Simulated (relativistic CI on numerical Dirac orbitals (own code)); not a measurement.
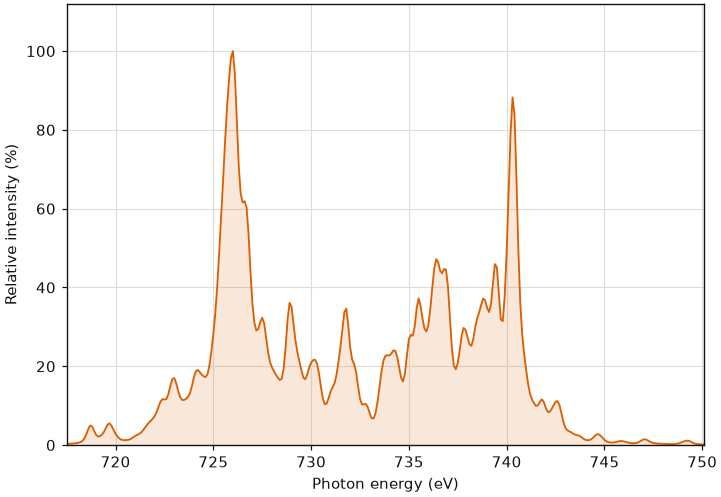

Computed core-level spectrum (absorption) of an ion of charge +6 in a field of D3d symmetry with 10Dq = 19,800, Dσ = 860, Dτ = −260 cm⁻¹. Multiplet model: relativistic Dirac–Coulomb–Breit theory, one configuration a step, Slater integrals scaled by 1, 300 K, Voigt broadening (Lorentzian 0.24 eV, Gaussian 0.3 eV full widths), computed with a radial Dirac CI code.

Question: Which element and which edge or line is it?

Answer: L₂,₃ X-ray absorption of Fe⁶⁺, initial configuration [Ar] 3d². The main maxima lie at 726.0 eV (100), 727.5 eV (32), 728.9 eV (36), 731.8 eV (35), 734.2 eV (24), 735.5 eV (37), 736.4 eV (47), 736.8 eV (45), 737.8 eV (30), 738.8 eV (37), 739.4 eV (46) and 740.3 eV (88), heights in % of the largest; the centroid is at 732.3 eV. The ground state has S = 1.00.

Caveat: free-ion energies, so absolute edge positions are off by a few eV from solids.
